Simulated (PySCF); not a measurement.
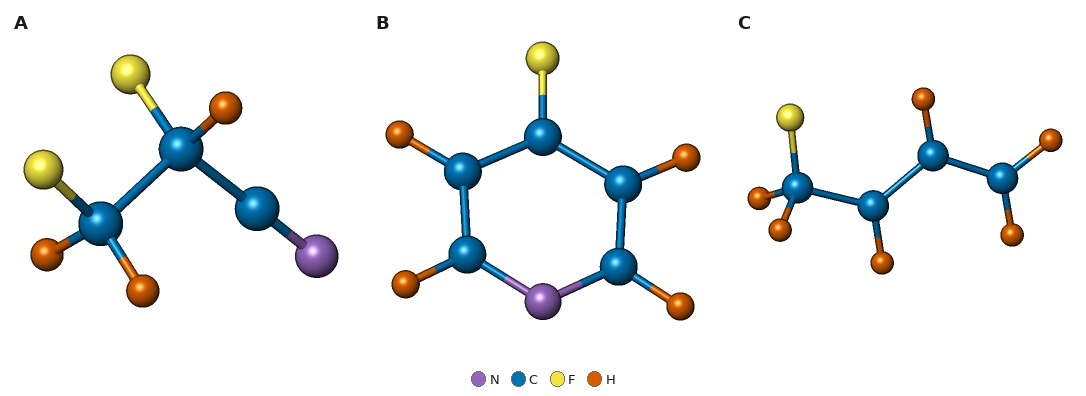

Source: calculation with PySCF.

Question: Match each picture to its SMILES.
(1) C=C[CH+]CF
(2) Fc1ccncc1
(3) N#C[C@@H](F)CF

Answer: A is (3), B is (2), C is (1).
